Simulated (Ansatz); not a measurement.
## Electronic structure of F₂H₃OScSi (SMILES [F][Sc]([F])[O][SiH3]) in real space

Input

```
crystal:
  periodic: [false, false, false]
  atoms:
    - {symbol: F, position_ang: [1.614982, -1.057094, 2.653952]}
    - {symbol: Sc, position_ang: [1.248892, -1.232638, 0.856713]}
    - {symbol: F, position_ang: [2.067732, -2.563144, -0.120266]}
    - {symbol: O, position_ang: [0.045646, -0.054793, 0.022699]}
    - {symbol: Si, position_ang: [-0.999265, 0.982232, -0.687198]}
    - {symbol: H, position_ang: [-2.232219, 1.109479, 0.135409]}
    - {symbol: H, position_ang: [-1.376329, 0.492566, -2.040182]}
    - {symbol: H, position_ang: [-0.369438, 2.323382, -0.821137]}
basis:
  gaussian: {orbitals: def2-TZVPP}
hamiltonian: {xc: pbe0, dispersion: d4}
output: {orbitals: {seedname: orbitals}}
```

Command:

```sh
ansatz run in.yaml --threads 4 --pin off --events-out ev --progress --plain --max-ram 10444MiB
```

Geometry: PBE0-D4/def2-TZVP.

All numbers below come from Ansatz, RKS PBE0-D4/def2-TZVPP.

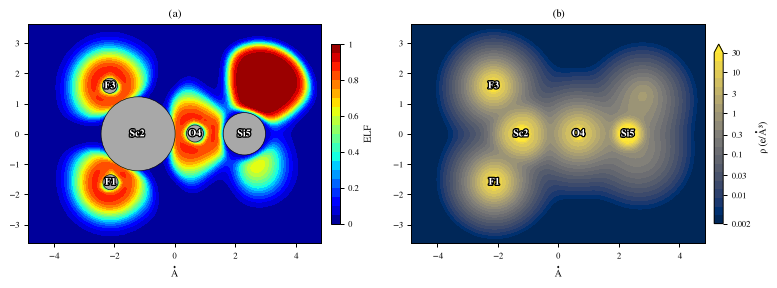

Figure 1. (a) ELF; (b) total electron density on the plane of atoms F1, Sc2 and O4. Grey discs cover the atomic cores in the ELF map.

**What does the map show?**

- Atoms in the plane: F, Sc, O and Si.
- Si–O (1.63 Å): ρ at the midpoint is about 1.2 e/Å³; the ELF peaks at about 0.85 between the atoms (a shared but strongly polarised pair).
- Sc–F (1.84 Å): the density is about 0.87 e/Å³ at the midpoint; the ELF peaks at about 0.85 in the valence shell of F, 0.5 Å from its nucleus, and drops to about 0.20 between the two atoms.
- Sc–O (1.88 Å): ρ is about 0.82 e/Å³ halfway; the ELF peaks at about 0.85 in the valence shell of O, 0.5 Å from its nucleus, and drops to about 0.15 between the two atoms.

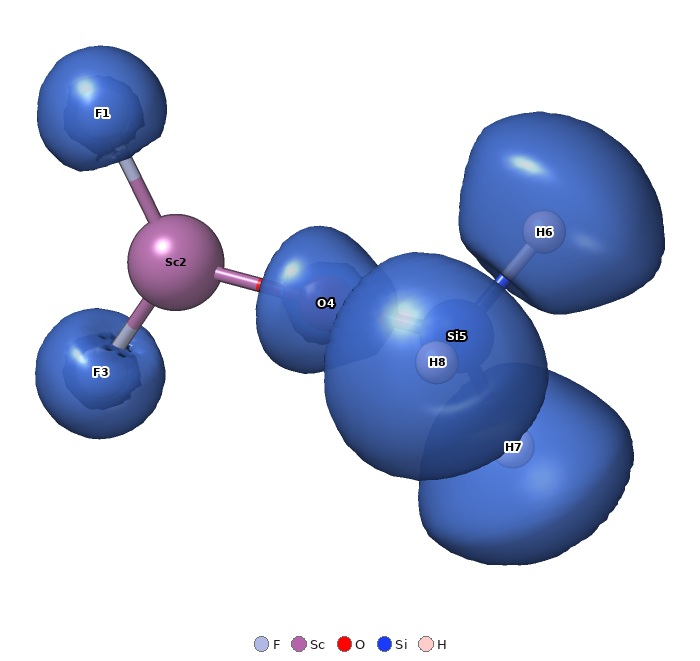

Figure 2. Isosurface of the electron localisation function at 0.8 (blue), seen at a tilt. Only the valence region is drawn (cores and ρ < 0.01 e/Å³ removed).

**Where are the electrons localised?**

At this value the surface marks out three regions around hydrogen nuclei, two regions wrapped around F (the valence shell of each) and one region wrapped around O (its valence shell).

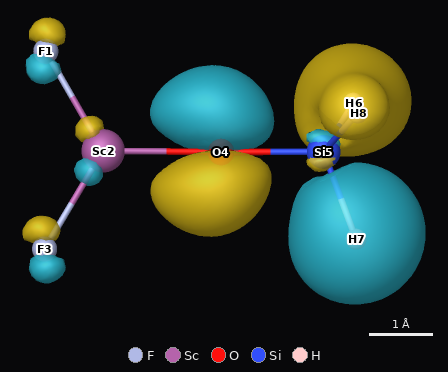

Figure 3. The HOMO at ±0.1 Å⁻³ᐟ² (yellow and cyan are the two phases), seen at a tilt.

**Describe this orbital and give its energy.**

It lies mainly on O4 (about 35 %), Si5 (about 25 %), H7 (about 20 %) and H6 (about 10 %). Its energy is −8.84 eV.

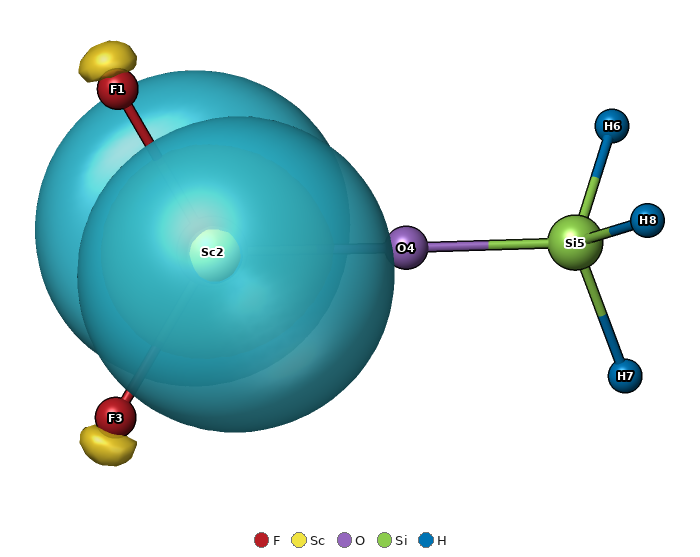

Figure 4. The LUMO at ±0.08 Å⁻³ᐟ² (yellow and cyan are the two phases), seen at a tilt.

**Where does this orbital lie, and at what energy?**

By Hirshfeld shares it lies mainly on Sc2 (about 95 %). Its energy is −2.42 eV.
